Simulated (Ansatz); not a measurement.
Input file:

```
crystal:
  periodic: [false, false, false]
  atoms:
    - {symbol: F, position_ang: [-1.795831, -1.067564, -0.668344]}
    - {symbol: "N", position_ang: [-3.668440, 0.469697, 1.334595]}
    - {symbol: O, position_ang: [-4.432743, 1.025213, 2.032566]}
    - {symbol: O, position_ang: [-2.350929, 0.629489, 1.784538]}
    - {symbol: Sn, position_ang: [-0.770627, -0.224196, 0.770307]}
basis:
  gaussian:
    orbitals: def2-TZVPD
hamiltonian:
  xc: pbe0
output: {forces: true, orbitals: {seedname: orbitals}}
```

Command:

```sh
ansatz run input.yaml --threads 1 --pin off --max-ram 2610MiB --events-out events.jsonl --progress --plain --runs-dir runs
```

Geometry: B3LYP-D3(BJ)/def2-SVP; core potentials replace the inner electrons of Sn.

Level of theory: Ansatz, isolated molecule in a Gaussian basis; Kohn-Sham density functional theory, functional PBE0.

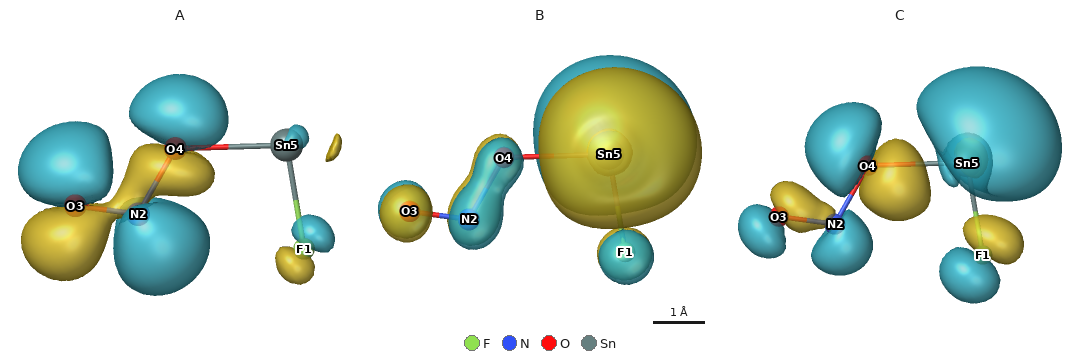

FNO$_{2}$Sn (SMILES O=N[O][Sn][F]). Three frontier orbitals at ±0.08 Å⁻³ᐟ² (yellow and cyan are the two phases), in no order.

Which picture is the HOMO−1, the HOMO and the LUMO?

C is the HOMO−1 (−8.73 eV). By Hirshfeld shares it lies mainly on Sn5 (about 45 %), O4 (about 35 %) and F1 (about 10 %); it is symmetric in the molecular plane (an in-plane orbital: σ, lone-pair or in-plane π type). A is the HOMO (−7.50 eV). By Hirshfeld shares it lies mainly on O3 (about 40 %), N2 (about 30 %) and O4 (about 20 %); it is symmetric in the molecular plane (an in-plane orbital: σ, lone-pair or in-plane π type). B is the LUMO (−3.19 eV). Its weight (Hirshfeld) is mainly on Sn5 (about 85 %); it changes sign across the molecular plane (π type).

What is the HOMO–LUMO gap?

4.31 eV between the orbital energies.
